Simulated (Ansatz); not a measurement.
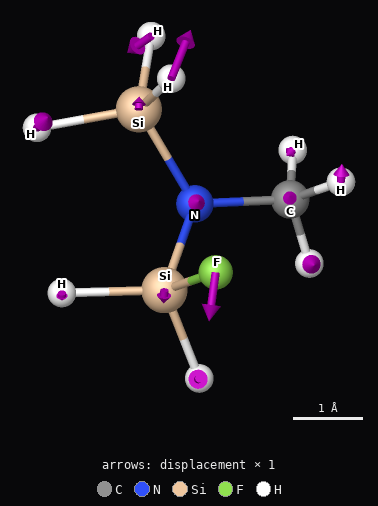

A relaxation of CH8FNSi2 (coarse preliminary run). The starting structure is drawn; purple arrows show the displacements, at their true length. The two geometries are superimposed by the best rigid fit.

Style: ball-and-stick. Shown at a tilt.

The start comes from a force field.

Theory: RKS PBE-D4/def2-SVP (Ansatz 0.2.0).

Input
```yaml
crystal:
  periodic: [false, false, false]
  atoms:
    - {symbol: C, position_ang: [-1.275200, 0.080000, 1.051000]}
    - {symbol: N, position_ang: [-0.322200, -0.264800, -0.045400]}
    - {symbol: Si, position_ang: [1.181400, -0.985600, 0.262200]}
    - {symbol: Si, position_ang: [-0.024400, 0.873700, -1.328800]}
    - {symbol: F, position_ang: [0.773100, 2.106900, -0.727800]}
    - {symbol: H, position_ang: [-2.220400, 0.376900, 0.649400]}
    - {symbol: H, position_ang: [-0.911600, 0.886100, 1.697800]}
    - {symbol: H, position_ang: [-1.472100, -0.804900, 1.642100]}
    - {symbol: H, position_ang: [0.941500, -2.127800, 1.216500]}
    - {symbol: H, position_ang: [2.158300, -0.033700, 0.798000]}
    - {symbol: H, position_ang: [1.699200, -1.636800, -1.000000]}
    - {symbol: H, position_ang: [0.725900, 0.207400, -2.454900]}
    - {symbol: H, position_ang: [-1.368200, 1.361300, -1.795000]}
basis:
  gaussian: {orbitals: def2-SVP}
hamiltonian: {xc: pbe, dispersion: d4}
relax: {f_tol: 0.03, max_steps: 200}
```

> What did the optimiser do to the structure, and how much energy did it gain?

The largest move after the best rigid fit is that of H10, 0.92 Å. Largest moves by element: H 0.92 Å, F 0.73 Å, N 0.31 Å, Si 0.22 Å, C 0.20 Å. Among the contacts that change: Si3–Si4 2.728 → 3.090 Å, N2–Si3 1.696 → 1.767 Å, Si4–F5 1.587 → 1.645 Å, Si3–H10 1.465 → 1.509 Å. Bond angles that change, for instance: Si3–N2–Si4 105.1° → 123.7°, H9–Si3–H11 104.9° → 110.7°, C1–N2–Si3 122.1° → 116.5°. The energy falls by 0.558 eV in 8 accepted moves (9 points after the start). The largest force component goes from 2.3 to 0.015 eV/Å. The line search rejected the trial step at point 6 of the run.
